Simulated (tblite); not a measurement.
## Run report: C₂H₉BN₂Si, geometry relaxation (part 3 of 4)

C₂H₉BN₂Si; GFN2-xTB geometry optimisation, gas phase (tblite 0.8.0). 

Geometry of the input (Å):
```
B  -0.9403  1.1560  -0.1614
C  -1.4181  -0.3295  -0.0518
C  -0.3037  -1.3441  0.0619
N  0.9486  -0.9395  -0.4819
Si 1.6049  0.5712  0.1436
N  0.2720  1.6786  0.5922
H  -1.2629  1.8295  -1.0902
H  -2.0094  -0.3900  0.9041
H  -2.0432  -0.5892  -0.9072
H  -0.1719  -1.6689  1.1198
H  -0.6509  -2.2355  -0.5313
H  1.0493  -1.0414  -1.4974
H  2.2752  1.2337  -0.9964
H  2.5306  0.3313  1.2548
H  0.1155  1.7459  1.6192
```

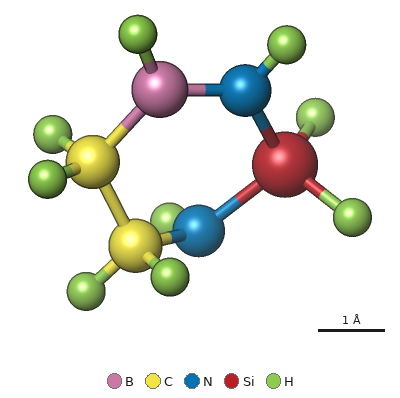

*The geometry at step 83 of the log (ball-and-stick view, seen at a tilt).*

## Trajectory as extended XYZ, continued
```
15
Properties=species:S:1:pos:R:3:forces:R:3 step=65 energy=-483.11996
B    -1.0471    1.1406    0.2196   -0.0130   0.0190  -0.0040
C    -1.3934   -0.3487   -0.2233    0.0140  -0.0250   0.0190
C    -0.2975   -1.3721    0.0945    0.0070  -0.0170  -0.0010
N     0.9980   -1.0223   -0.4642   -0.0160   0.0080   0.0000
Si    1.6564    0.4682    0.0859    0.0020  -0.0200  -0.0020
N     0.2861    1.5181    0.3786    0.0310  -0.0010   0.0160
H    -1.9022    1.9289    0.3963    0.0000   0.0060  -0.0030
H    -2.3235   -0.6870    0.2374   -0.0270  -0.0080  -0.0060
H    -1.5709   -0.3586   -1.3037   -0.0180   0.0030  -0.0180
H    -0.1732   -1.4349    1.1789    0.0050   0.0110   0.0010
H    -0.5758   -2.3681   -0.2673   -0.0050   0.0030  -0.0130
H     1.0250   -1.2014   -1.4572    0.0130  -0.0160   0.0150
H     2.5098    1.0531   -0.9464    0.0060   0.0130   0.0000
H     2.3228    0.2312    1.3720    0.0070   0.0150  -0.0130
H     0.4810    2.4610    0.6772   -0.0050   0.0100   0.0080
15
Properties=species:S:1:pos:R:3:forces:R:3 step=67 energy=-483.12040
B    -1.0462    1.1412    0.2179   -0.0060   0.0000   0.0120
C    -1.3956   -0.3485   -0.2226    0.0080  -0.0090   0.0140
C    -0.2996   -1.3723    0.0920    0.0080  -0.0160  -0.0060
N     0.9966   -1.0203   -0.4627    0.0080  -0.0110   0.0070
Si    1.6589    0.4677    0.0868   -0.0140   0.0020  -0.0010
N     0.2875    1.5150    0.3826    0.0000   0.0150   0.0040
H    -1.9008    1.9306    0.3926    0.0030   0.0090  -0.0060
H    -2.3231   -0.6865    0.2440   -0.0270  -0.0010  -0.0150
H    -1.5792   -0.3570   -1.3025   -0.0120  -0.0060   0.0000
H    -0.1780   -1.4415    1.1765    0.0080   0.0200  -0.0020
H    -0.5771   -2.3661   -0.2749   -0.0090  -0.0140  -0.0190
H     1.0352   -1.2086   -1.4533    0.0030  -0.0150   0.0140
H     2.5070    1.0540   -0.9486    0.0130   0.0130  -0.0050
H     2.3302    0.2411    1.3720    0.0080   0.0020  -0.0120
H     0.4799    2.4591    0.6786    0.0090   0.0110   0.0140
15
Properties=species:S:1:pos:R:3:forces:R:3 step=69 energy=-483.12066
B    -1.0458    1.1418    0.2157    0.0030  -0.0160   0.0190
C    -1.3969   -0.3491   -0.2221   -0.0140   0.0080  -0.0060
C    -0.3001   -1.3731    0.0905   -0.0070   0.0000  -0.0050
N     0.9962   -1.0195   -0.4622    0.0180  -0.0150   0.0100
Si    1.6598    0.4676    0.0868   -0.0070   0.0190  -0.0080
N     0.2882    1.5134    0.3865   -0.0200   0.0090  -0.0060
H    -1.8993    1.9331    0.3869    0.0010   0.0070  -0.0080
H    -2.3242   -0.6855    0.2476   -0.0040   0.0020  -0.0130
H    -1.5871   -0.3584   -1.3016    0.0050  -0.0080   0.0190
H    -0.1788   -1.4416    1.1750    0.0030   0.0070  -0.0040
H    -0.5777   -2.3660   -0.2788   -0.0040  -0.0120  -0.0080
H     1.0409   -1.2137   -1.4510    0.0010  -0.0140   0.0030
H     2.5064    1.0561   -0.9502    0.0020   0.0030   0.0060
H     2.3345    0.2457    1.3710    0.0080  -0.0040  -0.0120
H     0.4795    2.4571    0.6840    0.0150   0.0140   0.0140
15
Properties=species:S:1:pos:R:3:forces:R:3 step=71 energy=-483.12091
B    -1.0463    1.1417    0.2170    0.0010  -0.0030   0.0060
C    -1.3979   -0.3491   -0.2210   -0.0150   0.0070  -0.0100
C    -0.3010   -1.3744    0.0888   -0.0100   0.0090   0.0020
N     0.9970   -1.0205   -0.4604    0.0050  -0.0030   0.0050
Si    1.6591    0.4686    0.0864    0.0010   0.0120  -0.0110
N     0.2874    1.5139    0.3888   -0.0080   0.0030  -0.0020
H    -1.8993    1.9352    0.3826    0.0020  -0.0010  -0.0010
H    -2.3256   -0.6850    0.2487    0.0080   0.0000  -0.0060
H    -1.5908   -0.3581   -1.2999    0.0110  -0.0020   0.0090
H    -0.1796   -1.4433    1.1733   -0.0060  -0.0100  -0.0020
H    -0.5801   -2.3661   -0.2840    0.0090   0.0030   0.0080
H     1.0463   -1.2200   -1.4478    0.0050  -0.0070   0.0010
H     2.5065    1.0575   -0.9506   -0.0090   0.0000   0.0060
H     2.3403    0.2504    1.3682   -0.0010  -0.0070  -0.0120
H     0.4797    2.4573    0.6879    0.0080   0.0000   0.0050
15
Properties=species:S:1:pos:R:3:forces:R:3 step=73 energy=-483.12098
B    -1.0469    1.1415    0.2190   -0.0030   0.0080  -0.0030
C    -1.3980   -0.3486   -0.2206    0.0010   0.0010   0.0010
C    -0.3017   -1.3746    0.0884    0.0000   0.0020   0.0040
N     0.9975   -1.0213   -0.4590   -0.0050   0.0040   0.0010
Si    1.6584    0.4693    0.0860   -0.0030   0.0000  -0.0050
N     0.2868    1.5149    0.3883    0.0030   0.0030   0.0040
H    -1.9003    1.9349    0.3836    0.0040  -0.0030   0.0030
H    -2.3257   -0.6854    0.2479   -0.0010  -0.0010  -0.0040
H    -1.5890   -0.3567   -1.2993    0.0030   0.0020  -0.0060
H    -0.1808   -1.4459    1.1727   -0.0070  -0.0070   0.0040
H    -0.5811   -2.3657   -0.2858    0.0090   0.0040   0.0060
H     1.0481   -1.2220   -1.4463    0.0060  -0.0050   0.0050
H     2.5061    1.0571   -0.9503   -0.0040   0.0070  -0.0050
H     2.3422    0.2518    1.3666   -0.0040  -0.0060  -0.0080
H     0.4800    2.4585    0.6869    0.0020  -0.0090   0.0020
15
Properties=species:S:1:pos:R:3:forces:R:3 step=75 energy=-483.12105
B    -1.0473    1.1420    0.2202   -0.0020   0.0050  -0.0060
C    -1.3983   -0.3479   -0.2208    0.0120  -0.0020   0.0070
C    -0.3023   -1.3743    0.0884    0.0070  -0.0050   0.0030
N     0.9975   -1.0214   -0.4577   -0.0060   0.0060  -0.0020
Si    1.6577    0.4701    0.0851   -0.0040  -0.0050   0.0030
N     0.2865    1.5156    0.3884    0.0030   0.0010   0.0010
H    -1.9010    1.9348    0.3856    0.0030  -0.0010   0.0040
H    -2.3260   -0.6857    0.2465   -0.0070   0.0000  -0.0030
H    -1.5876   -0.3556   -1.2995    0.0000   0.0040  -0.0110
H    -0.1826   -1.4484    1.1725   -0.0050   0.0050   0.0090
H    -0.5807   -2.3652   -0.2864    0.0000  -0.0020  -0.0030
H     1.0506   -1.2247   -1.4444    0.0030  -0.0050   0.0070
H     2.5053    1.0574   -0.9508    0.0000   0.0120  -0.0150
H     2.3431    0.2522    1.3645   -0.0020  -0.0040  -0.0010
H     0.4808    2.4592    0.6865   -0.0020  -0.0090   0.0040
15
Properties=species:S:1:pos:R:3:forces:R:3 step=77 energy=-483.12113
B    -1.0477    1.1429    0.2202    0.0030  -0.0070  -0.0040
C    -1.3987   -0.3475   -0.2212    0.0070  -0.0020   0.0000
C    -0.3028   -1.3740    0.0887    0.0030  -0.0040   0.0010
N     0.9971   -1.0209   -0.4568    0.0000   0.0030   0.0000
Si    1.6573    0.4709    0.0836    0.0040   0.0000   0.0040
N     0.2862    1.5155    0.3899    0.0000  -0.0050  -0.0060
H    -1.9010    1.9357    0.3863    0.0010   0.0000   0.0030
H    -2.3270   -0.6854    0.2452   -0.0010   0.0030   0.0000
H    -1.5882   -0.3555   -1.3003    0.0070   0.0060  -0.0020
H    -0.1844   -1.4492    1.1730   -0.0020   0.0120   0.0060
H    -0.5793   -2.3651   -0.2865   -0.0100  -0.0040  -0.0070
H     1.0542   -1.2291   -1.4420   -0.0020  -0.0060   0.0030
H     2.5044    1.0593   -0.9525   -0.0060   0.0080  -0.0110
H     2.3440    0.2520    1.3618    0.0020  -0.0020   0.0060
H     0.4817    2.4584    0.6888   -0.0060  -0.0020   0.0060
15
Properties=species:S:1:pos:R:3:forces:R:3 step=79 energy=-483.12119
B    -1.0479    1.1430    0.2196    0.0060  -0.0080   0.0010
C    -1.3987   -0.3475   -0.2217   -0.0070  -0.0010  -0.0070
C    -0.3028   -1.3741    0.0890   -0.0060   0.0010  -0.0010
N     0.9968   -1.0203   -0.4565    0.0050  -0.0040   0.0040
Si    1.6573    0.4714    0.0828    0.0090   0.0040  -0.0030
N     0.2860    1.5150    0.3910    0.0020  -0.0050  -0.0060
H    -1.9007    1.9365    0.3860    0.0000  -0.0030   0.0020
H    -2.3277   -0.6847    0.2444    0.0060   0.0020  -0.0010
H    -1.5885   -0.3556   -1.3010    0.0120   0.0040   0.0060
H    -0.1854   -1.4481    1.1738    0.0010   0.0080  -0.0040
H    -0.5791   -2.3653   -0.2864   -0.0090   0.0020   0.0000
H     1.0563   -1.2325   -1.4405   -0.0030  -0.0040  -0.0010
H     2.5032    1.0617   -0.9544   -0.0140   0.0010  -0.0010
H     2.3451    0.2512    1.3603    0.0040   0.0020   0.0060
H     0.4816    2.4573    0.6917   -0.0060   0.0000   0.0050
15
Properties=species:S:1:pos:R:3:forces:R:3 step=81 energy=-483.12128
B    -1.0480    1.1426    0.2201    0.0050   0.0040   0.0060
C    -1.3982   -0.3473   -0.2223   -0.0120   0.0040  -0.0070
C    -0.3032   -1.3743    0.0896   -0.0090   0.0050  -0.0020
N     0.9967   -1.0201   -0.4549    0.0050  -0.0120   0.0060
Si    1.6576    0.4724    0.0818    0.0050  -0.0020  -0.0060
N     0.2857    1.5149    0.3911    0.0050   0.0010   0.0020
H    -1.9008    1.9362    0.3876    0.0030  -0.0090   0.0010
H    -2.3281   -0.6839    0.2422    0.0050  -0.0010  -0.0070
H    -1.5850   -0.3538   -1.3021    0.0050   0.0000   0.0040
H    -0.1879   -1.4478    1.1749    0.0050   0.0020  -0.0130
H    -0.5803   -2.3651   -0.2873    0.0000   0.0080   0.0100
H     1.0592   -1.2377   -1.4375   -0.0020   0.0000  -0.0010
H     2.4996    1.0650   -0.9575   -0.0140  -0.0030   0.0040
H     2.3476    0.2503    1.3580    0.0030   0.0080   0.0030
H     0.4808    2.4567    0.6943   -0.0050  -0.0040   0.0010
15
Properties=species:S:1:pos:R:3:forces:R:3 step=83 energy=-483.12135
B    -1.0479    1.1424    0.2218    0.0000   0.0080   0.0040
C    -1.3978   -0.3466   -0.2230    0.0010   0.0070   0.0010
C    -0.3041   -1.3743    0.0898    0.0000   0.0030  -0.0010
N     0.9971   -1.0211   -0.4527    0.0010  -0.0110   0.0010
Si    1.6578    0.4728    0.0811   -0.0050  -0.0100   0.0020
N     0.2859    1.5153    0.3906    0.0020   0.0040   0.0080
H    -1.9016    1.9349    0.3913    0.0080  -0.0090   0.0020
H    -2.3284   -0.6837    0.2393   -0.0040  -0.0030  -0.0100
H    -1.5803   -0.3514   -1.3030   -0.0060  -0.0010  -0.0070
H    -0.1904   -1.4486    1.1750    0.0060   0.0020  -0.0050
H    -0.5817   -2.3644   -0.2881    0.0010   0.0040   0.0090
H     1.0614   -1.2416   -1.4345    0.0000   0.0020   0.0000
H     2.4958    1.0667   -0.9600   -0.0040  -0.0010  -0.0030
H     2.3499    0.2505    1.3563    0.0010   0.0120   0.0000
H     0.4800    2.4572    0.6942   -0.0010  -0.0080   0.0000
15
Properties=species:S:1:pos:R:3:forces:R:3 step=85 energy=-483.12143
B    -1.0477    1.1426    0.2238   -0.0060  -0.0030  -0.0040
C    -1.3978   -0.3455   -0.2244    0.0110   0.0020   0.0020
C    -0.3050   -1.3736    0.0898    0.0070  -0.0010   0.0020
N     0.9977   -1.0228   -0.4507   -0.0010  -0.0010  -0.0050
Si    1.6579    0.4724    0.0801   -0.0100  -0.0060   0.0080
N     0.2863    1.5151    0.3911   -0.0060   0.0000   0.0060
H    -1.9020    1.9337    0.3959    0.0100  -0.0030   0.0030
H    -2.3293   -0.6837    0.2350   -0.0060   0.0000  -0.0090
H    -1.5769   -0.3497   -1.3048   -0.0090   0.0040  -0.0100
H    -0.1920   -1.4477    1.1747    0.0020   0.0020   0.0110
H    -0.5825   -2.3638   -0.2871   -0.0040  -0.0030   0.0030
H     1.0638   -1.2460   -1.4319    0.0010   0.0030  -0.0010
H     2.4919    1.0684   -0.9626    0.0020  -0.0020  -0.0060
H     2.3517    0.2516    1.3548    0.0010   0.0130  -0.0030
H     0.4797    2.4570    0.6946    0.0070  -0.0050   0.0040
15
Properties=species:S:1:pos:R:3:forces:R:3 step=87 energy=-483.12152
B    -1.0479    1.1429    0.2247   -0.0050  -0.0150  -0.0070
C    -1.3977   -0.3443   -0.2268    0.0040  -0.0080  -0.0050
C    -0.3055   -1.3725    0.0901    0.0040  -0.0030   0.0050
N     0.9980   -1.0246   -0.4499    0.0000   0.0080  -0.0040
Si    1.6577    0.4715    0.0788   -0.0050   0.0080   0.0020
N     0.2863    1.5137    0.3932   -0.0100  -0.0070   0.0000
H    -1.9017    1.9333    0.4000    0.0060   0.0020   0.0020
H    -2.3308   -0.6834    0.2294    0.0010   0.0030  -0.0040
H    -1.5750   -0.3490   -1.3079    0.0000   0.0090  -0.0020
H    -0.1926   -1.4432    1.1752   -0.0030  -0.0010   0.0120
H    -0.5833   -2.3637   -0.2839   -0.0070  -0.0030   0.0020
H     1.0667   -1.2521   -1.4298   -0.0010   0.0050  -0.0030
H     2.4879    1.0711   -0.9658   -0.0010  -0.0100   0.0010
H     2.3536    0.2534    1.3528    0.0030   0.0110  -0.0050
H     0.4799    2.4549    0.6980    0.0120   0.0010   0.0080
15
Properties=species:S:1:pos:R:3:forces:R:3 step=88 energy=-483.12156
B    -1.0482    1.1428    0.2247   -0.0030  -0.0140  -0.0050
C    -1.3976   -0.3440   -0.2281   -0.0030  -0.0120  -0.0080
C    -0.3056   -1.3721    0.0905    0.0000  -0.0030   0.0050
N     0.9981   -1.0252   -0.4499    0.0000   0.0090   0.0000
Si    1.6575    0.4712    0.0781   -0.0010   0.0120  -0.0030
N     0.2861    1.5128    0.3942   -0.0070  -0.0070  -0.0020
H    -1.9015    1.9332    0.4017    0.0030   0.0020   0.0010
H    -2.3314   -0.6832    0.2266    0.0040   0.0030  -0.0030
H    -1.5741   -0.3486   -1.3095    0.0050   0.0080   0.0020
H    -0.1926   -1.4406    1.1759   -0.0050  -0.0020   0.0060
H    -0.5839   -2.3638   -0.2819   -0.0040  -0.0010   0.0030
H     1.0679   -1.2549   -1.4292   -0.0020   0.0060  -0.0030
H     2.4863    1.0722   -0.9672   -0.0030  -0.0130   0.0040
H     2.3544    0.2544    1.3518    0.0040   0.0090  -0.0040
H     0.4802    2.4535    0.7003    0.0100   0.0020   0.0080
15
Properties=species:S:1:pos:R:3:forces:R:3 step=90 energy=-483.12165
B    -1.0489    1.1421    0.2252    0.0030   0.0000   0.0040
C    -1.3970   -0.3437   -0.2304   -0.0090  -0.0070  -0.0050
C    -0.3058   -1.3716    0.0915   -0.0060  -0.0040   0.0000
N     0.9981   -1.0261   -0.4494   -0.0030   0.0050   0.0060
Si    1.6565    0.4713    0.0769    0.0060   0.0070  -0.0060
N     0.2852    1.5118    0.3954    0.0030  -0.0020  -0.0010
H    -1.9013    1.9324    0.4057   -0.0030   0.0020  -0.0020
H    -2.3321   -0.6832    0.2210    0.0010   0.0010  -0.0010
H    -1.5705   -0.3463   -1.3123    0.0090   0.0000   0.0020
H    -0.1936   -1.4375    1.1774   -0.0060  -0.0020  -0.0060
H    -0.5860   -2.3635   -0.2788    0.0060  -0.0020   0.0030
H     1.0700   -1.2595   -1.4277   -0.0050   0.0080   0.0020
H     2.4830    1.0728   -0.9694    0.0000  -0.0110  -0.0020
H     2.3565    0.2576    1.3493    0.0050   0.0060  -0.0010
H     0.4814    2.4514    0.7038    0.0000  -0.0010   0.0060
15
Properties=species:S:1:pos:R:3:forces:R:3 step=92 energy=-483.12170
B    -1.0492    1.1414    0.2266    0.0020   0.0070   0.0060
C    -1.3966   -0.3436   -0.2316   -0.0010   0.0050   0.0040
C    -0.3064   -1.3718    0.0920   -0.0040  -0.0020  -0.0020
N     0.9981   -1.0267   -0.4477   -0.0050   0.0010   0.0040
Si    1.6559    0.4719    0.0762    0.0050  -0.0040   0.0010
N     0.2848    1.5119    0.3953    0.0060   0.0020   0.0020
H    -1.9017    1.9310    0.4096   -0.0060   0.0030  -0.0020
H    -2.3327   -0.6835    0.2170   -0.0080  -0.0020  -0.0020
H    -1.5661   -0.3434   -1.3138    0.0040  -0.0060  -0.0040
H    -0.1955   -1.4382    1.1779   -0.0050   0.0010  -0.0020
H    -0.5874   -2.3633   -0.2783    0.0090  -0.0100  -0.0020
H     1.0712   -1.2614   -1.4257   -0.0050   0.0080   0.0040
H     2.4804    1.0719   -0.9714    0.0090  -0.0040  -0.0130
H     2.3585    0.2606    1.3475    0.0050   0.0050   0.0020
H     0.4821    2.4512    0.7044   -0.0060  -0.0050   0.0050
15
Properties=species:S:1:pos:R:3:forces:R:3 step=94 energy=-483.12181
B    -1.0493    1.1406    0.2296   -0.0030   0.0040   0.0010
C    -1.3965   -0.3432   -0.2341    0.0120   0.0160   0.0110
C    -0.3083   -1.3723    0.0927    0.0040   0.0050  -0.0020
N     0.9977   -1.0277   -0.4435   -0.0020  -0.0010  -0.0040
Si    1.6557    0.4728    0.0746    0.0020  -0.0120   0.0090
N     0.2847    1.5116    0.3966    0.0040   0.0030   0.0050
H    -1.9021    1.9288    0.4164   -0.0060   0.0050   0.0000
H    -2.3349   -0.6833    0.2086   -0.0140  -0.0040  -0.0060
H    -1.5581   -0.3391   -1.3173   -0.0040  -0.0110  -0.0070
H    -0.2000   -1.4387    1.1785   -0.0060   0.0040   0.0140
H    -0.5886   -2.3640   -0.2771    0.0070  -0.0130  -0.0100
H     1.0737   -1.2649   -1.4206   -0.0050   0.0030   0.0000
H     2.4752    1.0702   -0.9777    0.0150   0.0020  -0.0200
H     2.3640    0.2670    1.3435    0.0050   0.0030   0.0040
H     0.4823    2.4501    0.7081   -0.0080  -0.0050   0.0050
15
Properties=species:S:1:pos:R:3:forces:R:3 step=96 energy=-483.12198
B    -1.0495    1.1398    0.2323   -0.0040  -0.0040  -0.0060
C    -1.3964   -0.3421   -0.2393    0.0090   0.0110   0.0080
C    -0.3111   -1.3724    0.0943    0.0070   0.0110   0.0030
N     0.9966   -1.0290   -0.4383    0.0060   0.0000  -0.0030
Si    1.6559    0.4737    0.0718    0.0020  -0.0050   0.0050
N     0.2846    1.5095    0.4019    0.0010  -0.0010   0.0020
H    -1.9021    1.9273    0.4232   -0.0060   0.0040   0.0020
H    -2.3392   -0.6817    0.1951   -0.0060  -0.0050  -0.0090
H    -1.5482   -0.3356   -1.3242   -0.0060  -0.0100   0.0040
H    -0.2065   -1.4349    1.1806   -0.0070   0.0010   0.0180
H    -0.5889   -2.3662   -0.2729    0.0010   0.0050  -0.0120
H     1.0772   -1.2710   -1.4136   -0.0050  -0.0050  -0.0100
H     2.4672    1.0685   -0.9897    0.0060  -0.0010  -0.0070
H     2.3746    0.2765    1.3363    0.0040   0.0000   0.0030
H     0.4815    2.4456    0.7205   -0.0030   0.0000   0.0030
15
Properties=species:S:1:pos:R:3:forces:R:3 step=98 energy=-483.12204
B    -1.0497    1.1400    0.2311    0.0000   0.0000  -0.0020
C    -1.3963   -0.3417   -0.2404   -0.0030  -0.0040  -0.0010
C    -0.3111   -1.3718    0.0951    0.0030   0.0050   0.0040
N     0.9965   -1.0289   -0.4386    0.0050   0.0020   0.0070
Si    1.6564    0.4735    0.0716    0.0030   0.0040  -0.0030
N     0.2845    1.5082    0.4045    0.0000  -0.0040  -0.0010
H    -1.9022    1.9281    0.4211   -0.0020   0.0000   0.0010
H    -2.3400   -0.6809    0.1929    0.0030  -0.0030  -0.0070
H    -1.5480   -0.3375   -1.3255    0.0000  -0.0050   0.0080
H    -0.2070   -1.4320    1.1820   -0.0040  -0.0020   0.0020
H    -0.5883   -2.3666   -0.2709    0.0000   0.0170  -0.0040
H     1.0764   -1.2712   -1.4138   -0.0060  -0.0050  -0.0090
H     2.4664    1.0683   -0.9920   -0.0020  -0.0040   0.0030
H     2.3775    0.2773    1.3349    0.0030   0.0000   0.0010
H     0.4806    2.4433    0.7263    0.0010   0.0010   0.0010
15
Properties=species:S:1:pos:R:3:forces:R:3 step=100 energy=-483.12208
B    -1.0499    1.1401    0.2307    0.0010   0.0030   0.0010
C    -1.3960   -0.3416   -0.2404   -0.0050  -0.0050  -0.0020
C    -0.3106   -1.3712    0.0959    0.0000  -0.0010   0.0020
N     0.9969   -1.0291   -0.4386   -0.0010   0.0020   0.0050
Si    1.6566    0.4735    0.0717    0.0020   0.0030  -0.0020
N     0.2844    1.5079    0.4050   -0.0010  -0.0020   0.0000
H    -1.9028    1.9280    0.4205    0.0020  -0.0010   0.0000
H    -2.3401   -0.6814    0.1915    0.0030  -0.0010  -0.0010
H    -1.5470   -0.3383   -1.3255    0.0020  -0.0020   0.0010
H    -0.2074   -1.4316    1.1830    0.0010   0.0000  -0.0060
H    -0.5883   -2.3655   -0.2707    0.0010   0.0090  -0.0010
H     1.0746   -1.2704   -1.4146   -0.0050  -0.0010   0.0030
H     2.4663    1.0676   -0.9924   -0.0010  -0.0020   0.0020
H     2.3786    0.2771    1.3346    0.0000   0.0000  -0.0010
H     0.4803    2.4430    0.7275    0.0010  -0.0020  -0.0010
```
